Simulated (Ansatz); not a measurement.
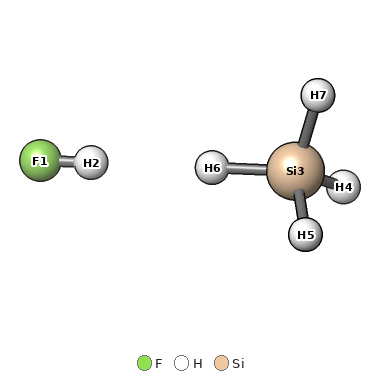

The system is the pair FH···H₄Si; the picture shows the reference structure. The turn is about an axis along (0.77, 0.62, 0.12) in the frame of the relaxed pair, normal to the line between the partners. First axis: distance Si3···H2. Second axis: turn of F1, H2 about its own atom H2. The scan uses a 15 × 15 grid. Points are written as (first, second). Energies are in eV, from the lowest grid point. Energies and slopes of some neighbouring points disagree (a jump in structure or state, or too coarse a mesh). Computed with RHF/def2-SVPD (Ansatz 0.2.0).

Its coordinates:

```xyz
7

F     0.4946    0.0450   -3.3296
H     0.3620    0.0339   -2.4385
Si   -0.1730   -0.0160    1.1648
H     1.1310    0.1573    1.8424
H    -0.7729   -1.3160    1.5383
H     0.0449    0.0057   -0.3046
H    -1.0867    1.0901    1.5273
```

Range: distance Si3···H2 from 3.060 to 5.060 Å; turn of F1, H2 about its own atom H2 from −180 to 156°.

> What landscape does the calculation give?

The lowest grid point is at (3.671 Å, 12°). The highest grid point, (3.060 Å, −180°), lies 13.91 eV above the lowest. At the highest point the unbonded atoms F1···H6 come to 0.67 Å, against 3.07 Å at the lowest; the sum of their van der Waals radii is about 2.7 Å.

| second ↓, first → | 3.060 | 3.110 | 3.191 | 3.292 | 3.406 | 3.533 | 3.671 | 3.818 | 3.974 | 4.138 | 4.309 | 4.487 | 4.672 | 4.863 | 5.060 |
| --- | --- | --- | --- | --- | --- | --- | --- | --- | --- | --- | --- | --- | --- | --- | --- |
| 156 | 7.96 | 6.96 | 5.62 | 4.29 | 3.14 | 2.18 | 1.45 | 0.93 | 0.57 | 0.35 | 0.21 | 0.13 | 0.08 | 0.06 | 0.05 |
| 132 | 3.35 | 2.95 | 2.39 | 1.82 | 1.32 | 0.92 | 0.62 | 0.41 | 0.26 | 0.17 | 0.11 | 0.08 | 0.06 | 0.05 | 0.04 |
| 108 | 1.21 | 1.05 | 0.84 | 0.63 | 0.46 | 0.32 | 0.22 | 0.15 | 0.10 | 0.07 | 0.06 | 0.05 | 0.04 | 0.04 | 0.04 |
| 84 | 0.47 | 0.41 | 0.32 | 0.23 | 0.17 | 0.12 | 0.08 | 0.06 | 0.05 | 0.04 | 0.03 | 0.03 | 0.03 | 0.03 | 0.03 |
| 60 | 0.21 | 0.18 | 0.14 | 0.10 | 0.07 | 0.05 | 0.03 | 0.03 | 0.02 | 0.02 | 0.02 | 0.03 | 0.03 | 0.03 | 0.03 |
| 36 | 0.11 | 0.09 | 0.06 | 0.04 | 0.03 | 0.02 | 0.01 | 0.01 | 0.01 | 0.02 | 0.02 | 0.02 | 0.02 | 0.03 | 0.03 |
| 12 | 0.07 | 0.05 | 0.03 | 0.02 | 0.01 | 0.00 | 0.00 | 0.00 | 0.00 | 0.01 | 0.01 | 0.02 | 0.02 | 0.02 | 0.03 |
| −12 | 0.07 | 0.05 | 0.03 | 0.02 | 0.01 | 0.00 | 0.00 | 0.00 | 0.00 | 0.01 | 0.01 | 0.02 | 0.02 | 0.02 | 0.03 |
| −36 | 0.11 | 0.09 | 0.06 | 0.04 | 0.03 | 0.02 | 0.01 | 0.01 | 0.01 | 0.02 | 0.02 | 0.02 | 0.02 | 0.03 | 0.03 |
| −60 | 0.21 | 0.18 | 0.14 | 0.10 | 0.07 | 0.05 | 0.03 | 0.03 | 0.02 | 0.02 | 0.02 | 0.03 | 0.03 | 0.03 | 0.03 |
| −84 | 0.47 | 0.41 | 0.32 | 0.23 | 0.17 | 0.12 | 0.08 | 0.06 | 0.05 | 0.04 | 0.03 | 0.03 | 0.03 | 0.03 | 0.03 |
| −108 | 1.21 | 1.05 | 0.84 | 0.63 | 0.46 | 0.32 | 0.22 | 0.15 | 0.10 | 0.07 | 0.06 | 0.05 | 0.04 | 0.04 | 0.04 |
| −132 | 3.36 | 2.96 | 2.39 | 1.82 | 1.33 | 0.93 | 0.62 | 0.41 | 0.26 | 0.17 | 0.11 | 0.08 | 0.06 | 0.05 | 0.04 |
| −156 | 7.98 | 6.98 | 5.63 | 4.30 | 3.15 | 2.19 | 1.45 | 0.93 | 0.57 | 0.35 | 0.21 | 0.13 | 0.08 | 0.06 | 0.05 |
| −180 | 13.91 | 11.47 | 8.68 | 6.34 | 4.52 | 3.11 | 2.04 | 1.29 | 0.78 | 0.46 | 0.26 | 0.15 | 0.09 | 0.06 | 0.05 |

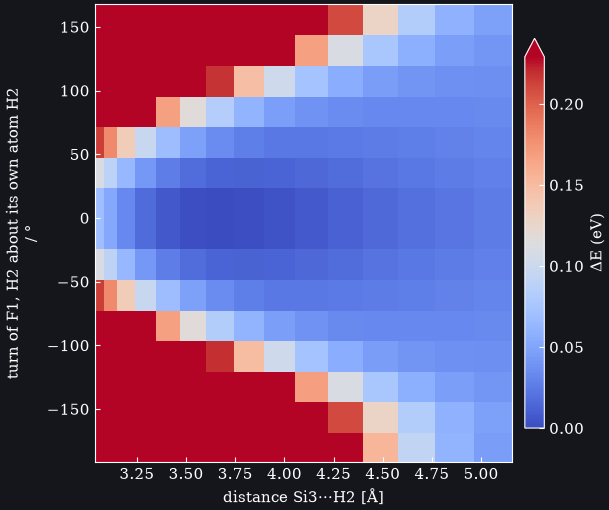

The picture shows one coloured cell a grid point, one colour for all values above the top of the scale.

The whole map (225 points run) took 4.1 min on 1 thread of Arm Neoverse V2 (shared host).
